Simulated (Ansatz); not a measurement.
# NH₄+ with CH₃F: superposition error and deformation, part 1 of 3

Aim: split the binding of a pair into the counterpoise interaction, the basis-set superposition error and the cost of deforming the fragments.

Computed with Ansatz 0.2.0, Gaussian basis. Level: PBE0-D4 structures, single points in def2-TZVPPD.

Levels: PBE-D4, revPBE-D4, BLYP-D4, r2SCAN-D4, B97M-V, PBE0-D4, B3LYP-D4, HSE06-D4, wB97X-V, wB97M-V, B2PLYP, Hartree-Fock, MP2, CCSD, CCSD(T).

Correlated methods freeze the cores. B3LYP uses VWN-RPA correlation. B2PLYP carries no dispersion term here.

129 further runs of the same task are left out: 129 set aside as unsound or not needed. Runs told in other sessions of the task aren't counted.

## 1. Starting geometry

The relaxed pair: 10 atoms, charge 1, spin multiplicity 1.

Atoms are counted from 1 here; the program's logs count them from 0.

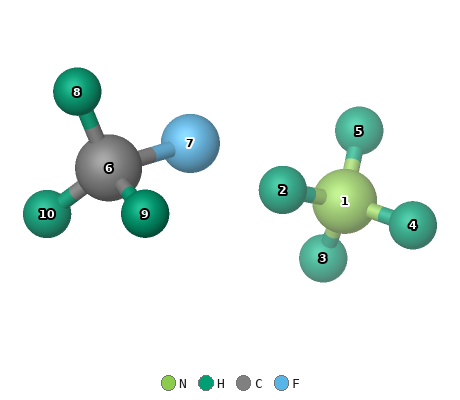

As it starts; nitrogen green, hydrogen teal, carbon grey, fluorine blue; atoms are numbered from 1 in the order of the file.

Coordinates:

```
N     0.0363    0.0056   -1.9444
H     0.0145    0.0271   -0.9009
H    -0.5770   -0.7315   -2.2945
H     0.9888   -0.1646   -2.2699
H    -0.2840    0.9067   -2.3029
C    -0.0329   -0.0401    2.0261
F    -0.0733    0.4198    0.6838
H    -0.1227    0.8381    2.6608
H     0.9210   -0.5417    2.1750
H    -0.8709   -0.7194    2.1671
```

Atoms 1 to 5 are fragment A (NH₄+), the rest fragment B (CH₃F). From earlier runs, pair energy (eV) and counterpoise interaction (kJ/mol):

| method | E(pair) | interaction |
| --- | --- | --- |
| PBE-D4 | -5347.73226 | -68.74 |
| revPBE-D4 | -5352.39493 | -63.22 |
| BLYP-D4 | -5352.49557 | -67.69 |
| r2SCAN-D4 | -5351.07302 | -68.67 |
| B97M-V | -5352.48932 | -68.29 |
| PBE0-D4 | -5348.11612 | -70.08 |
| B3LYP-D4 | -5354.25788 | -70.34 |
| HSE06-D4 | -5347.84421 | -69.93 |
| wB97X-V | -5352.06179 | -68.63 |
| wB97M-V | -5351.42921 | -68.74 |
| B2PLYP | -5350.09583 | -68.17 |
| Hartree-Fock | -5325.02893 | -64.18 |
| MP2 | -5343.18774 | -67.04 |
| CCSD(T) | -5344.60027 | -66.75 |

First each fragment is run alone in its own basis, frozen in the shape it has in the pair (a, b).

## 2. PBE-D4/def2-TZVPPD

Contents of a/in.yaml:

```yaml
crystal:
  periodic: [false, false, false]
  atoms:
    - {symbol: N, position_ang: [0.036299, 0.005587, -1.944397]}
    - {symbol: H, position_ang: [0.014524, 0.027091, -0.900948]}
    - {symbol: H, position_ang: [-0.576966, -0.731535, -2.294539]}
    - {symbol: H, position_ang: [0.988822, -0.164636, -2.269917]}
    - {symbol: H, position_ang: [-0.283993, 0.906742, -2.302938]}
basis:
  gaussian: {orbitals: "def2-TZVPPD.json"}
total_charge: 1
hamiltonian: {xc: pbe, dispersion: d4}
```

Contents of b/in.yaml:

```yaml
crystal:
  periodic: [false, false, false]
  atoms:
    - {symbol: C, position_ang: [-0.032904, -0.040083, 2.026086]}
    - {symbol: F, position_ang: [-0.073258, 0.419757, 0.683835]}
    - {symbol: H, position_ang: [-0.122668, 0.838054, 2.660827]}
    - {symbol: H, position_ang: [0.920989, -0.541664, 2.174975]}
    - {symbol: H, position_ang: [-0.870945, -0.719413, 2.167117]}
basis:
  gaussian: {orbitals: "def2-TZVPPD.json"}
hamiltonian: {xc: pbe, dispersion: d4}
```

The basis file named in the input lies beside it (Basis Set Exchange, JSON).

One command serves all of them, each in its own folder.

Run with:

```console
> ansatz run in.yaml --threads 4 --pin off --events-out ev --progress --plain --max-ram 9574MiB
```

Output in a:

```text
Functional definition: PBE
  name "PBE"
  cite "Perdew, Burke & Ernzerhof, Phys. Rev. Lett. 77, 3865 (1996) doi:10.1103/PhysRevLett.77.3865"
  parent pbe
  parameter kappa = 0.804
  parameter beta = 0.06672455060314922
  exchange = pbe_x(kappa = kappa, mu = beta*pi^2/3)
  correlation = pbe_c(beta = beta)
415 factors; their error is unknown
mean field evaluation 1: about -1529.2711 eV, gradient 1.0e2 eV
mean field evaluation 2: about -1510.1842 eV, gradient 1.2e2 eV
mean field evaluation 4: about -1546.9355 eV, gradient 1.0e0 eV
mean field evaluation 8: about -1546.9272 eV, gradient 3.2e-1 eV
mean field -1546.92727628 eV, -56.8485288584 hartree, gradient 2.3e-5 eV, S^2 0.000000; 0 other end points of the search recorded, 0 dependent functions left out
reference -1546.92729711 eV, -56.8485296239 hartree; 5, 5 occupied and 100, 100 virtual orbitals, 415 factors
Total energy: -1546.93796823 eV, -56.8489217801 hartree
```

Log of b (excerpt; [...] marks lines left out):

```text
[... 4 set-up lines as earlier in the session ...]
[...]
548 factors; their error is unknown
[...]
mean field -3800.05106478 eV, -139.6493008637 hartree, gradient 3.6e-5 eV, S^2 0.000000; 0 other end points of the search recorded, 0 dependent functions left out
reference -3800.05110540 eV, -139.6493023564 hartree; 9, 9 occupied and 119, 119 virtual orbitals, 548 factors
Total energy: -3800.07965703 eV, -139.6503516092 hartree
```

They took 0.25 s (a), 0.35 s (b) on 4 threads of Arm Neoverse V2, shared host.

## 3. r2SCAN-D4/def2-TZVPPD

The same edit goes into each in.yaml of step 2 (a, b):

```diff
-hamiltonian: {xc: pbe, dispersion: d4}
+hamiltonian: {xc: r2scan, dispersion: d4}
```

One command serves all of them, each in its own folder.

Run with:

```console
> ansatz run in.yaml --threads 4 --pin off --events-out ev --progress --plain --max-ram 9574MiB
```

Output in a (excerpt; [...] marks lines left out):

```text
Functional definition: r2SCAN
  name "r2SCAN"
  cite "Furness, Kaplan, Ning, Perdew & Sun, J. Phys. Chem. Lett. 11, 8208 (2020) doi:10.1021/acs.jpclett.0c02405"
  cite "Furness, Kaplan, Ning, Perdew & Sun, J. Phys. Chem. Lett. 11, 9248 (2020) doi:10.1021/acs.jpclett.0c03077"
  parent r2scan
[...]
415 factors; their error is unknown
[...]
mean field -1548.02149485 eV, -56.8887406490 hartree, gradient 3.5e-5 eV, S^2 0.000000; 0 other end points of the search recorded, 0 dependent functions left out
reference -1548.02150050 eV, -56.8887408566 hartree; 5, 5 occupied and 100, 100 virtual orbitals, 415 factors
Total energy: -1548.02404635 eV, -56.8888344151 hartree
```

Log of b (excerpt; [...] marks lines left out):

```text
[... 5 set-up lines as earlier in the session ...]
[...]
548 factors; their error is unknown
[...]
mean field -3802.32840121 eV, -139.7329914338 hartree, gradient 3.0e-5 eV, S^2 0.000000; 0 other end points of the search recorded, 0 dependent functions left out
reference -3802.32841401 eV, -139.7329919040 hartree; 9, 9 occupied and 119, 119 virtual orbitals, 548 factors
Total energy: -3802.33514587 eV, -139.7332392954 hartree
```

Wall times: 0.55 s (a), 0.75 s (b) on 4 threads of Arm Neoverse V2, shared host.

## 4. PBE0-D4/def2-TZVPPD

The same edit goes into each in.yaml of step 3 (a, b):

```diff
-hamiltonian: {xc: r2scan, dispersion: d4}
+hamiltonian: {xc: pbe0, dispersion: d4}
+output: {orbitals: {seedname: orbitals}}
```

The same command starts each run, in its folder.

Run with:

```console
> ansatz run in.yaml --threads 4 --pin off --events-out ev --progress --plain --max-ram 9574MiB
```

Log of a (excerpt; [...] marks lines left out):

```text
Functional definition: PBE0
  name "PBE0"
  cite "Adamo & Barone, J. Chem. Phys. 110, 6158 (1999) doi:10.1063/1.478522"
[... 2 set-up lines as earlier in the session ...]
[...]
415 factors; their error is unknown
[...]
mean field -1547.14275955 eV, -56.8564477224 hartree, gradient 4.8e-5 eV, S^2 0.000000; 0 other end points of the search recorded, 0 dependent functions left out
reference -1547.14277530 eV, -56.8564483013 hartree; 5, 5 occupied and 100, 100 virtual orbitals, 415 factors
Total energy: -1547.15132547 eV, -56.8567625141 hartree
```

b printed (excerpt; [...] marks lines left out):

```text
[... 5 set-up lines as earlier in the session ...]
[...]
548 factors; their error is unknown
[...]
mean field -3800.21344860 eV, -139.6552683590 hartree, gradient 1.4e-5 eV, S^2 0.000000; 0 other end points of the search recorded, 0 dependent functions left out
reference -3800.21347758 eV, -139.6552694238 hartree; 9, 9 occupied and 119, 119 virtual orbitals, 548 factors
Total energy: -3800.23649171 eV, -139.6561151776 hartree
```

They took 0.3 s (a), 0.45 s (b) on 4 threads of Arm Neoverse V2, shared host.

Fields of a:

Orbitals, density, ELF and potential are computed afterwards from the orbital file.

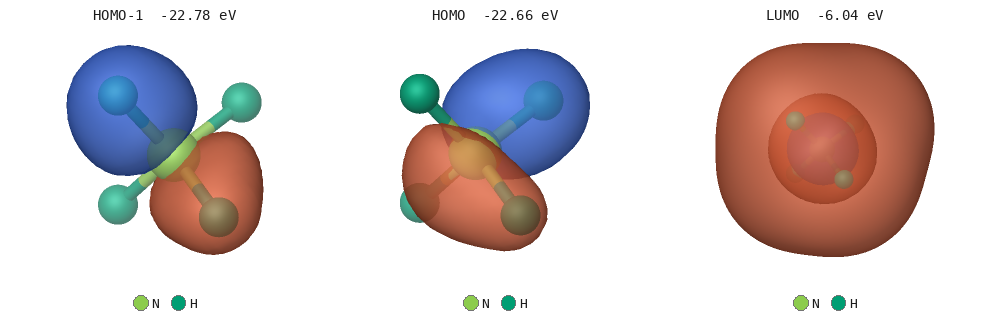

PBE0-D4/def2-TZVPPD orbitals near the gap, drawn at the value that encloses 70 % of each; the two colours are the two signs.

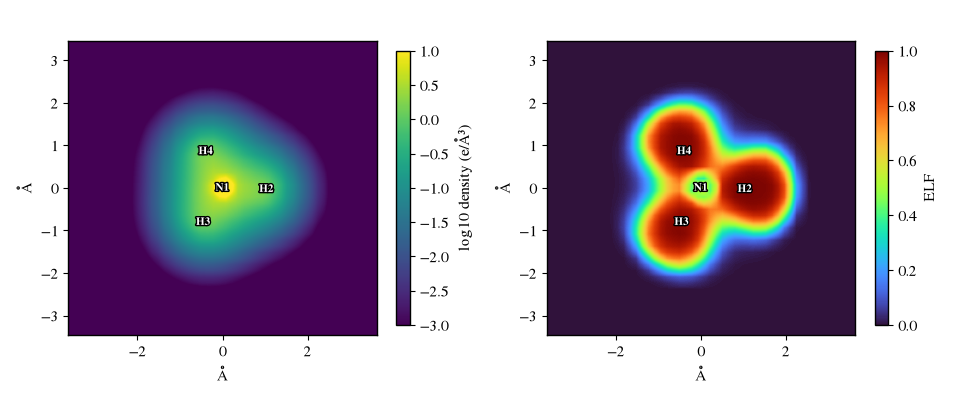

Density (left) and ELF (right) in a plane through or near 4 of the atoms.

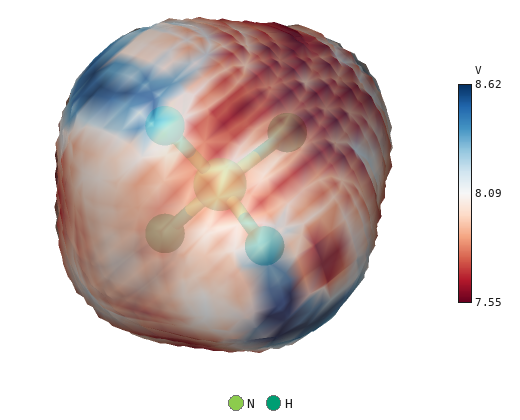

The potential that a unit positive charge feels on the 0.002 e/bohr³ surface, from 7.55 to 8.62 V.

## 5. B3LYP-D4/def2-TZVPPD

Each input of step 4 (a, b) changes in the same lines:

```diff
-hamiltonian: {xc: pbe0, dispersion: d4}
-output: {orbitals: {seedname: orbitals}}
+hamiltonian: {xc: {name: B3LYP}, dispersion: d4}
```

Each run has its own folder and the same command.

Run with:

```console
> ansatz run in.yaml --threads 4 --pin off --events-out ev --progress --plain --max-ram 9574MiB
```

Output in a (excerpt; [...] marks lines left out):

```text
Functional definition: B3LYP
  name "B3LYP"
  cite "Stephens, Devlin, Chabalowski & Frisch, J. Phys. Chem. 98, 11623 (1994) doi:10.1021/j100096a001"
  cite "Becke, Phys. Rev. A 38, 3098 (1988) doi:10.1103/PhysRevA.38.3098"
  cite "Lee, Yang & Parr, Phys. Rev. B 37, 785 (1988) doi:10.1103/PhysRevB.37.785"
  cite "Vosko, Wilk & Nusair, Can. J. Phys. 58, 1200 (1980) doi:10.1139/p80-159"
[...]
415 factors; their error is unknown
[...]
mean field -1549.05757927 eV, -56.9268160491 hartree, gradient 6.6e-5 eV, S^2 0.000000; 0 other end points of the search recorded, 0 dependent functions left out
reference -1549.05771509 eV, -56.9268210407 hartree; 5, 5 occupied and 100, 100 virtual orbitals, 415 factors
Total energy: -1549.07465207 eV, -56.9274434631 hartree
```

Output in b (excerpt; [...] marks lines left out):

```text
[... 6 set-up lines as earlier in the session ...]
[...]
548 factors; their error is unknown
[...]
mean field -3804.40638273 eV, -139.8093558462 hartree, gradient 7.1e-5 eV, S^2 0.000000; 0 other end points of the search recorded, 0 dependent functions left out
reference -3804.40659333 eV, -139.8093635856 hartree; 9, 9 occupied and 119, 119 virtual orbitals, 548 factors
Total energy: -3804.45221231 eV, -139.8110400521 hartree
```

They took 0.3 s (a), 0.5 s (b) on 4 threads of Arm Neoverse V2, shared host.

## 6. wB97X-V/def2-TZVPPD

The same edit goes into each in.yaml of step 5 (a, b):

```diff
-hamiltonian: {xc: {name: B3LYP}, dispersion: d4}
+hamiltonian: {xc: {name: wB97X-V}}
```

One command serves all of them, each in its own folder.

Run with:

```console
> ansatz run in.yaml --threads 4 --pin off --events-out ev --progress --plain --max-ram 9574MiB
```

Log of a (excerpt; [...] marks lines left out):

```text
Functional definition: wB97X-V
  name "wB97X-V"
  cite "Mardirossian & Head-Gordon, Phys. Chem. Chem. Phys. 16, 9904 (2014) doi:10.1039/C3CP54374A"
  cite "Becke, J. Chem. Phys. 107, 8554 (1997) doi:10.1063/1.475007"
  cite "Vydrov & Van Voorhis, J. Chem. Phys. 133, 244103 (2010) doi:10.1063/1.3521275"
[...]
      + integral(e_c_pw_opposite_spin*poly(b97_u_opposite, cos0, cos1)) + vv10(b, c)
415 factors; their error is unknown
143 factors; integrals over basis functions are off by at most 1.5e-5 eV
[...]
mean field -1548.39845190 eV, -56.9025935650 hartree, gradient 1.4e-5 eV, S^2 0.000000; 0 other end points of the search recorded, 0 dependent functions left out
reference -1548.39845089 eV, -56.9025935280 hartree; 5, 5 occupied and 100, 100 virtual orbitals, 415 factors
Total energy: -1548.39845089 eV, -56.9025935280 hartree
```

b printed (excerpt; [...] marks lines left out):

```text
[... 5 set-up lines as earlier in the session ...]
[...]
      + integral(e_c_pw_opposite_spin*poly(b97_u_opposite, cos0, cos1)) + vv10(b, c)
548 factors; their error is unknown
177 factors; integrals over basis functions are off by at most 2.2e-5 eV
[...]
mean field -3802.95005379 eV, -139.7558367447 hartree, gradient 1.2e-5 eV, S^2 0.000000; 0 other end points of the search recorded, 0 dependent functions left out
reference -3802.95005192 eV, -139.7558366760 hartree; 9, 9 occupied and 119, 119 virtual orbitals, 548 factors
Total energy: -3802.95005192 eV, -139.7558366760 hartree
```

Wall times: 0.75 s (a), 1.2 s (b) on 4 threads of Arm Neoverse V2, shared host.

## 7. wB97M-V/def2-TZVPPD

Each input of step 6 (a, b) changes in the same lines:

```diff
-hamiltonian: {xc: {name: wB97X-V}}
+hamiltonian: {xc: {name: wB97M-V}}
```

Each run has its own folder and the same command.

Run with:

```console
> ansatz run in.yaml --threads 4 --pin off --events-out ev --progress --plain --max-ram 9574MiB
```

Output in a (excerpt; [...] marks lines left out):

```text
Functional definition: wB97M-V
  name "wB97M-V"
  cite "Mardirossian & Head-Gordon, J. Chem. Phys. 144, 214110 (2016) doi:10.1063/1.4952647"
[... 2 set-up lines as earlier in the session ...]
  # Of w^i u^j: cxij and so on, Table III.
[...]
  gx(w, u) = 1 - cx + cx01*u + cx10*w
[...]
      + integral(e_c_pw_mod_opposite_spin*gos(b97_w_opposite, b97_u_opposite)) + vv10(b, c)
415 factors; their error is unknown
143 factors; integrals over basis functions are off by at most 1.5e-5 eV
[...]
mean field -1547.95922986 eV, -56.8864524528 hartree, gradient 2.1e-5 eV, S^2 0.000000; 0 other end points of the search recorded, 0 dependent functions left out
reference -1547.95925526 eV, -56.8864533863 hartree; 5, 5 occupied and 100, 100 virtual orbitals, 415 factors
Total energy: -1547.95925526 eV, -56.8864533863 hartree
```

b printed (excerpt; [...] marks lines left out):

```text
[... 5 set-up lines as earlier in the session ...]
  # Of w^i u^j: cxij and so on, Table III.
[...]
  gx(w, u) = 1 - cx + cx01*u + cx10*w
[...]
      + integral(e_c_pw_mod_opposite_spin*gos(b97_w_opposite, b97_u_opposite)) + vv10(b, c)
548 factors; their error is unknown
177 factors; integrals over basis functions are off by at most 2.2e-5 eV
[...]
mean field -3802.75553504 eV, -139.7486883124 hartree, gradient 9.4e-6 eV, S^2 0.000000; 0 other end points of the search recorded, 0 dependent functions left out
reference -3802.75558156 eV, -139.7486900222 hartree; 9, 9 occupied and 119, 119 virtual orbitals, 548 factors
Total energy: -3802.75558156 eV, -139.7486900222 hartree
```

Times: 0.8 s (a), 1.4 s (b) on 4 threads of Arm Neoverse V2, shared host.

## 8. B2PLYP/def2-TZVPPD

The same edit goes into each in.yaml of step 7 (a, b):

```diff
-hamiltonian: {xc: {name: wB97M-V}}
+hamiltonian: {xc: {name: B2PLYP}}
```

Each run has its own folder and the same command.

Run with:

```console
> ansatz run in.yaml --threads 4 --pin off --events-out ev --progress --plain --max-ram 9574MiB
```

Log of a (excerpt; [...] marks lines left out):

```text
Functional definition: B2PLYP
  name "B2PLYP"
  cite "Grimme, J. Chem. Phys. 124, 034108 (2006) doi:10.1063/1.2148954"
[... 2 set-up lines as earlier in the session ...]
[...]
585 factors; integrals over basis functions are off by at most 8.0e-4 eV
[...]
mean field -1545.64653987 eV, -56.8014626633 hartree, gradient 1.6e-6 eV, S^2 0.000000; 0 other end points of the search recorded, 0 dependent functions left out
1 core orbitals not correlated: weight in the atoms' cores, before any rotation towards them, 1.000 or more for the frozen orbitals, at most 0.000 for the correlated occupied ones
reference -1545.64662691 eV, -56.8014658622 hartree; 4, 4 occupied and 100, 100 virtual orbitals, 585 factors
second order -7.38210737 eV of doubles, -0.00000000 eV of singles
Total energy: -1547.63979591 eV, -56.8747134716 hartree
```

b printed (excerpt; [...] marks lines left out):

```text
[... 5 set-up lines as earlier in the session ...]
[...]
753 factors; integrals over basis functions are off by at most 1.0e-3 eV
[...]
mean field -3797.92767746 eV, -139.5712678189 hartree, gradient 3.8e-6 eV, S^2 0.000000; 0 other end points of the search recorded, 0 dependent functions left out
2 core orbitals not correlated: weight in the atoms' cores, before any rotation towards them, 1.000 or more for the frozen orbitals, at most 0.000 for the correlated occupied ones
reference -3797.92780351 eV, -139.5712724511 hartree; 7, 7 occupied and 119, 119 virtual orbitals, 753 factors
second order -14.12324257 eV of doubles, -0.00000000 eV of singles
Total energy: -3801.74107900 eV, -139.7114077407 hartree
```

Wall times: 0.45 s (a), 0.75 s (b) on 4 threads of Arm Neoverse V2, shared host.

## 9. BLYP-D4/def2-TZVPPD

Each input of step 8 (a, b) changes in the same lines:

```diff
-hamiltonian: {xc: {name: B2PLYP}}
+hamiltonian: {xc: {name: BLYP}, dispersion: d4}
```

One command serves all of them, each in its own folder.

Run with:

```console
> ansatz run in.yaml --threads 4 --pin off --events-out ev --progress --plain --max-ram 9574MiB
```

Log of a (excerpt; [...] marks lines left out):

```text
Functional definition: BLYP
  name "BLYP"
[... 2 set-up lines as earlier in the session ...]
[...]
415 factors; their error is unknown
[...]
mean field -1548.25109781 eV, -56.8971784021 hartree, gradient 5.8e-5 eV, S^2 0.000000; 0 other end points of the search recorded, 0 dependent functions left out
reference -1548.25127820 eV, -56.8971850315 hartree; 5, 5 occupied and 100, 100 virtual orbitals, 415 factors
Total energy: -1548.27701830 eV, -56.8981309628 hartree
```

Log of b (excerpt; [...] marks lines left out):

```text
[... 4 set-up lines as earlier in the session ...]
[...]
548 factors; their error is unknown
[...]
mean field -3803.44625657 eV, -139.7740718605 hartree, gradient 2.1e-5 eV, S^2 0.000000; 0 other end points of the search recorded, 0 dependent functions left out
reference -3803.44654992 eV, -139.7740826408 hartree; 9, 9 occupied and 119, 119 virtual orbitals, 548 factors
Total energy: -3803.51482610 eV, -139.7765917443 hartree
```

Wall times: 0.25 s (a), 0.45 s (b) on 4 threads of Arm Neoverse V2, shared host.

## 10. revPBE-D4/def2-TZVPPD

Each input of step 9 (a, b) changes in the same lines:

```diff
-hamiltonian: {xc: {name: BLYP}, dispersion: d4}
+hamiltonian: {xc: {name: revPBE}, dispersion: d4}
```

One command serves all of them, each in its own folder.

Run with:

```console
> ansatz run in.yaml --threads 4 --pin off --events-out ev --progress --plain --max-ram 9574MiB
```

Log of a (excerpt; [...] marks lines left out):

```text
Functional definition: revPBE
  name "revPBE"
  cite "Zhang & Yang, Phys. Rev. Lett. 80, 890 (1998) doi:10.1103/PhysRevLett.80.890"
[... 1 set-up line as earlier in the session ...]
[...]
415 factors; their error is unknown
[...]
mean field -1548.54390696 eV, -56.9079389400 hartree, gradient 8.7e-5 eV, S^2 0.000000; 0 other end points of the search recorded, 0 dependent functions left out
reference -1548.54393237 eV, -56.9079398740 hartree; 5, 5 occupied and 100, 100 virtual orbitals, 415 factors
Total energy: -1548.59495616 eV, -56.9098149634 hartree
```

Log of b (excerpt; [...] marks lines left out):

```text
[... 4 set-up lines as earlier in the session ...]
[...]
548 factors; their error is unknown
[...]
mean field -3803.01554558 eV, -139.7582435235 hartree, gradient 3.9e-5 eV, S^2 0.000000; 0 other end points of the search recorded, 0 dependent functions left out
reference -3803.01559684 eV, -139.7582454072 hartree; 9, 9 occupied and 119, 119 virtual orbitals, 548 factors
Total energy: -3803.14247895 eV, -139.7629082389 hartree
```

Times: 0.25 s (a), 0.4 s (b) on 4 threads of Arm Neoverse V2, shared host.

## 11. B97M-V/def2-TZVPPD

The same edit goes into each in.yaml of step 10 (a, b):

```diff
-hamiltonian: {xc: {name: revPBE}, dispersion: d4}
+hamiltonian: {xc: {name: B97M-V}}
```

Each run has its own folder and the same command.

Run with:

```console
> ansatz run in.yaml --threads 4 --pin off --events-out ev --progress --plain --max-ram 9574MiB
```

Log of a (excerpt; [...] marks lines left out):

```text
Functional definition: B97M-V
  name "B97M-V"
  cite "Mardirossian & Head-Gordon, J. Chem. Phys. 142, 074111 (2015) doi:10.1063/1.4907719"
[... 2 set-up lines as earlier in the session ...]
  # Of w^i u^j: cxij and so on, Table III.
[...]
  gx(w, u) = cx00 + cx01*u + cx02*u^2 + (cx10 + cx11*u)*w
[...]
  gos(w, u) = cos00 + cos01*u + cos03*u^3 + cos10*w + cos32*w^3*u^2
[...]
      + integral(e_c_pw_mod_opposite_spin*gos(b97_w_opposite, b97_u_opposite)) + vv10(b, c)
415 factors; their error is unknown
[...]
mean field -1548.61099553 eV, -56.9104043994 hartree, gradient 1.9e-5 eV, S^2 0.000000; 0 other end points of the search recorded, 0 dependent functions left out
reference -1548.61102462 eV, -56.9104054685 hartree; 5, 5 occupied and 100, 100 virtual orbitals, 415 factors
Total energy: -1548.61102462 eV, -56.9104054685 hartree
```

Output in b (excerpt; [...] marks lines left out):

```text
[... 5 set-up lines as earlier in the session ...]
  # Of w^i u^j: cxij and so on, Table III.
[...]
  gx(w, u) = cx00 + cx01*u + cx02*u^2 + (cx10 + cx11*u)*w
[...]
  gos(w, u) = cos00 + cos01*u + cos03*u^3 + cos10*w + cos32*w^3*u^2
[...]
      + integral(e_c_pw_mod_opposite_spin*gos(b97_w_opposite, b97_u_opposite)) + vv10(b, c)
548 factors; their error is unknown
[...]
mean field -3803.16812546 eV, -139.7638507306 hartree, gradient 4.5e-5 eV, S^2 0.000000; 0 other end points of the search recorded, 0 dependent functions left out
reference -3803.16818089 eV, -139.7638527678 hartree; 9, 9 occupied and 119, 119 virtual orbitals, 548 factors
Total energy: -3803.16818089 eV, -139.7638527678 hartree
```

They took 0.8 s (a), 1.3 s (b) on 4 threads of Arm Neoverse V2, shared host.

(Continued in part 2 of 3.)
